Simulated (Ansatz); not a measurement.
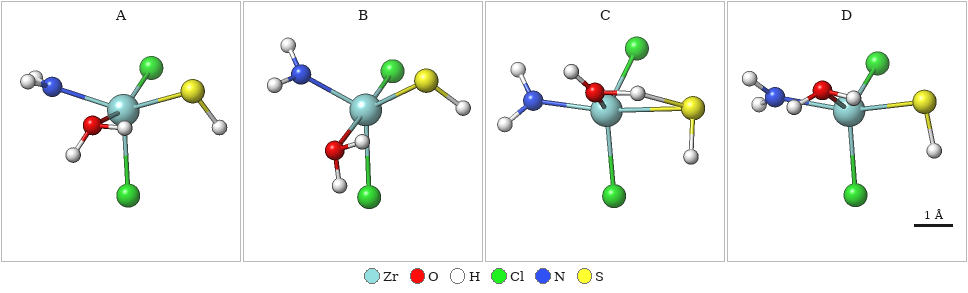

4 geometries from a converged minimum-energy path of ZrNH$_{5}$SOCl$_{2}$, shuffled. The picture is a ball-and-stick view, seen from a free direction.

All numbers below come from RKS PBE-D4/def2-SVP (Ansatz). Set-up: 7 movable images; climbing image; force threshold 0.05 eV/Å; iteration limit 60; starting path through a guess of the saddle point.

Which frame is the top of the path?

Answer. C. In order along the path, whose images run from 0 to 8: C (image 4, +11.0 kcal/mol), D (image 6, +6.1 kcal/mol), A (image 7, +2.5 kcal/mol), B (image 8, −1.4 kcal/mol). A hydrogen atom shifts from one atom to another. Breaking: H–S (1.36 → 2.55 Å). Forming: H–O (3.31 → 0.99 Å).

The run took 7.4 min on 4 threads of Arm Neoverse V2, with other jobs on the host, peak memory 0.22 GiB.
